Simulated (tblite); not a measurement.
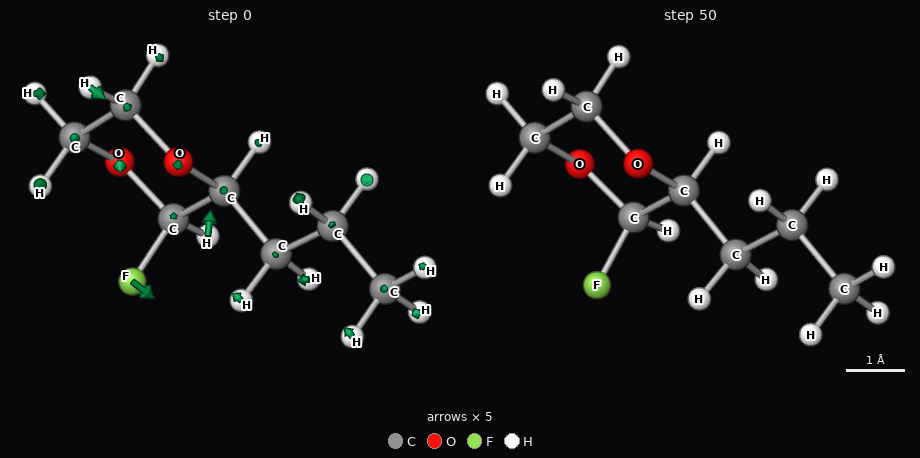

The structure of C$_{7}$H$_{13}$FO$_{2}$ before (left) and after (right) a relaxation, at one scale. The green arrows give the displacements, 5 times their true length.

Style: ball-and-stick. Shown from a free direction.

These are results of GFN2-xTB geometry optimisation, gas phase (tblite 0.8.0), not measurements. 

Question: Summarise the run.

Answer: The F atom moves most after the best rigid fit: 0.11 Å. Largest moves by element: F 0.11 Å, H 0.10 Å, O 0.05 Å, C 0.03 Å. Some distances before and after: C–O 1.429 → 1.376 Å, C–O 1.459 → 1.413 Å, C–F 1.362 → 1.385 Å, C–O 1.429 → 1.410 Å. Bond angles that change, for instance: C–C–H 109.2° → 106.0°, O–C–H 106.2° → 109.1°, C–O–C 110.0° → 112.3°. The energy falls by 3.48 kcal/mol in 50 geometry steps.
